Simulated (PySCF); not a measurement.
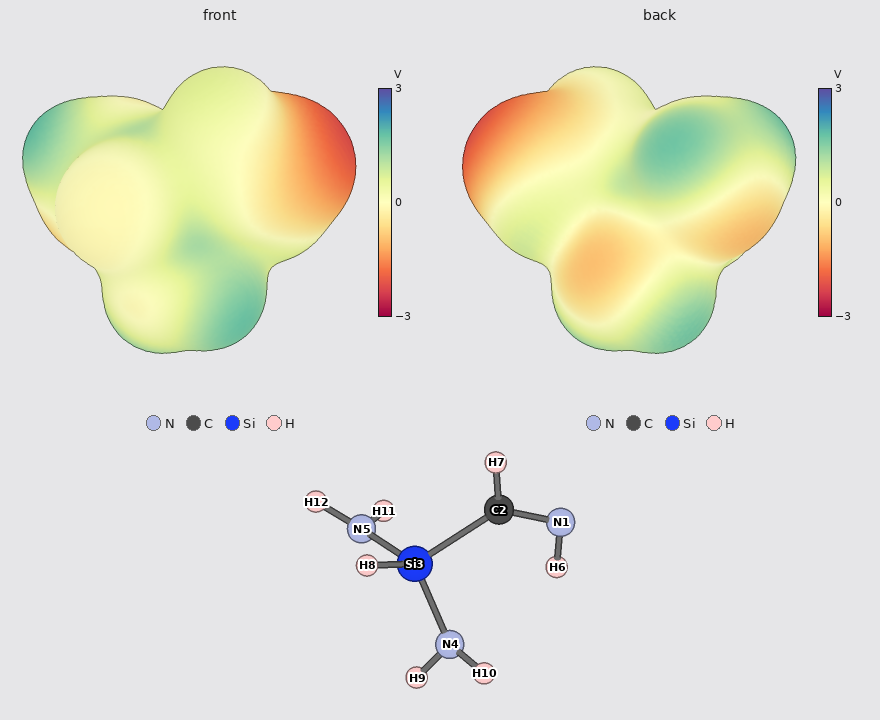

Figure. CH₇N₃Si. The molecular electrostatic potential painted on the density surface at 0.002 e/bohr³, seen from the front and from behind; red is negative and blue positive. The bare structure is drawn below in the same view.

Geometry: PBE0-D3(BJ)/def2-SVP.

Method: PySCF, PBE0/pcSseg-1, SCF density, gas phase, non-relativistic.

```yaml
atoms:
  - { symbol: N, position_ang: [-2.0852, -0.9724, 0.3189] }
  - { symbol: C, position_ang: [-1.1838, -0.9129, -0.5815] }
  - { symbol: Si, position_ang: [0.5252, -0.1214, -0.3176] }
  - { symbol: N, position_ang: [0.7032, -0.1727, 1.4050] }
  - { symbol: N, position_ang: [0.6477, 1.5317, -0.7958] }
  - { symbol: H, position_ang: [-1.7105, -0.5680, 1.1905] }
  - { symbol: H, position_ang: [-1.4585, -1.3157, -1.5773] }
  - { symbol: H, position_ang: [1.5386, -0.8385, -1.1569] }
  - { symbol: H, position_ang: [1.4075, 0.4227, 1.8278] }
  - { symbol: H, position_ang: [0.6354, -1.0566, 1.8985] }
  - { symbol: H, position_ang: [-0.0723, 2.2002, -0.5454] }
  - { symbol: H, position_ang: [1.0928, 1.7764, -1.6717] }
```

Q: Where is the surface potential most negative and most positive?

A: The most negative region (about −2.2 V, or −51 kcal/mol for a unit charge) lies over N1, the most positive (about +1.7 V, or +39 kcal/mol for a unit charge) over H10, H11 and H12. N1 is the likeliest acceptor of a hydrogen bond.

Q: What dipole moment does the calculation give?

A: Its dipole moment is 2.77 D.
